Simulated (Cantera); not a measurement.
Input: 1 mol Hg, 0.24 mol H₂, 6.5 mol N₂, equilibrated at 550 K.

Cantera equilibrium calculation (NASA polynomials, part measured and part estimated; ideal gas, pure solids and liquids). Candidate condensed phases: Hg; 10 gas species. The numbers say what is thermodynamically allowed, not how fast it happens.

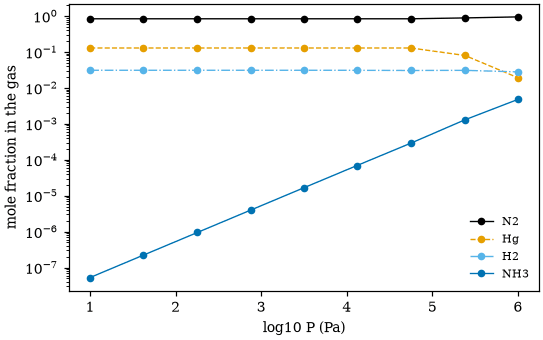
Equilibrium gas composition (values under 1e-9 drawn at 1e-9)

From 0.0750 Torr to 420 Torr nothing is condensed. From 1800 Torr to 7500 Torr the condensed part is Hg(l). The main Hg-bearing gas is Hg throughout.
